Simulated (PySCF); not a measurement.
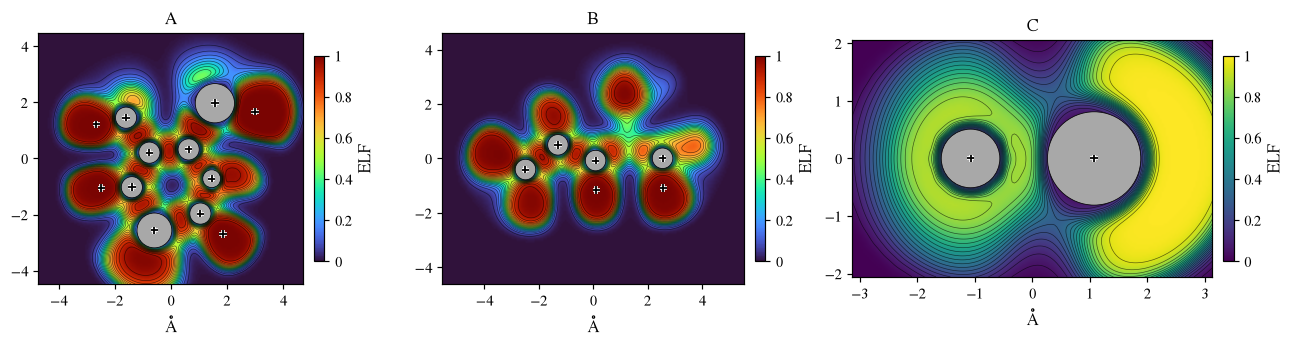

The ELF of 3 systems, each on a plane through atoms (crosses mark nuclei in the plane; grey discs cover the cores).

The calculation used PBE0/pcSseg-1, SCF density, gas phase, non-relativistic in PySCF 2.14.0.

System 1: C5H8NPSi (SMILES Cc1cpcnc1[SiH3]), the plane of atoms C3, C2 and C7. Geometry: GFN2-xTB.

```yaml
atoms:
  - { symbol: C, position_ang: [-0.9837, 1.5995, 0.2769] }
  - { symbol: C, position_ang: [0.2243, 0.7327, 0.0956] }
  - { symbol: C, position_ang: [1.4809, 1.3065, 0.1224] }
  - { symbol: P, position_ang: [2.9834, 0.4559, -0.0679] }
  - { symbol: C, position_ang: [2.3136, -1.1430, -0.2699] }
  - { symbol: N, position_ang: [1.0555, -1.4964, -0.2662] }
  - { symbol: C, position_ang: [0.0490, -0.6466, -0.0983] }
  - { symbol: Si, position_ang: [-1.6339, -1.5122, -0.1491] }
  - { symbol: H, position_ang: [-1.5558, 1.2727, 1.1438] }
  - { symbol: H, position_ang: [-0.7008, 2.6407, 0.4174] }
  - { symbol: H, position_ang: [-1.6337, 1.5282, -0.5938] }
  - { symbol: H, position_ang: [1.5507, 2.3791, 0.2750] }
  - { symbol: H, position_ang: [3.0116, -1.9629, -0.4190] }
  - { symbol: H, position_ang: [-2.3330, -1.2810, 1.1208] }
  - { symbol: H, position_ang: [-1.3925, -2.9307, -0.3707] }
  - { symbol: H, position_ang: [-2.4433, -0.9336, -1.2284] }
```

System 2: AlCl (aluminum monochloride), a plane that holds the molecular axis. Geometry: PBE0-D3(BJ)/def2-SVP.

```xyz
2

Al    1.0776   -0.0325    0.0015
Cl   -1.0687    0.0206   -0.0215
```

System 3: C7H15P, the plane of atoms C2, C4 and H14. Geometry: GFN2-xTB.

```yaml
atoms:
  - { symbol: C, position_ang: [2.8896, -0.1339, 0.3383] }
  - { symbol: C, position_ang: [1.6055, 0.5051, -0.1267] }
  - { symbol: P, position_ang: [0.8764, 1.9685, 0.7567] }
  - { symbol: C, position_ang: [0.3204, 0.2004, 0.5840] }
  - { symbol: C, position_ang: [-0.9717, -0.1386, -0.1461] }
  - { symbol: C, position_ang: [-2.1372, 0.0931, 0.8195] }
  - { symbol: C, position_ang: [-1.1729, 0.7327, -1.3857] }
  - { symbol: C, position_ang: [-0.9211, -1.6152, -0.5550] }
  - { symbol: H, position_ang: [2.9141, -0.2115, 1.4242] }
  - { symbol: H, position_ang: [3.7516, 0.4470, 0.0143] }
  - { symbol: H, position_ang: [2.9769, -1.1374, -0.0790] }
  - { symbol: H, position_ang: [1.5395, 0.5917, -1.2067] }
  - { symbol: H, position_ang: [1.5700, 1.7425, 1.9534] }
  - { symbol: H, position_ang: [0.4386, -0.3884, 1.4914] }
  - { symbol: H, position_ang: [-3.0837, -0.1600, 0.3474] }
  - { symbol: H, position_ang: [-2.1650, 1.1390, 1.1194] }
  - { symbol: H, position_ang: [-2.0236, -0.5172, 1.7130] }
  - { symbol: H, position_ang: [-0.4641, 0.4757, -2.1691] }
  - { symbol: H, position_ang: [-2.1765, 0.5938, -1.7812] }
  - { symbol: H, position_ang: [-1.0447, 1.7848, -1.1302] }
  - { symbol: H, position_ang: [-0.8262, -2.2539, 0.3206] }
  - { symbol: H, position_ang: [-1.8298, -1.8915, -1.0848] }
  - { symbol: H, position_ang: [-0.0709, -1.7995, -1.2081] }
```

**Match each panel to its system.**

Panel A is system 1, C5H8NPSi: the plane holds C, P, N, Si and H. C–N (1.31 Å): the ELF peaks at about 0.90 between the atoms: localised, covalent bonding. Panel B is system 3, C7H15P: the plane holds C and H. C–C (1.50 Å): the ELF peaks at about 0.90 between the atoms (a shared electron pair). Panel C is system 2, AlCl: the plane holds Al and Cl. Al–Cl (2.15 Å): the ELF peaks at about 0.85 in the valence shell of Cl, 0.9 Å from its nucleus, and is about 0.80 at the midpoint.
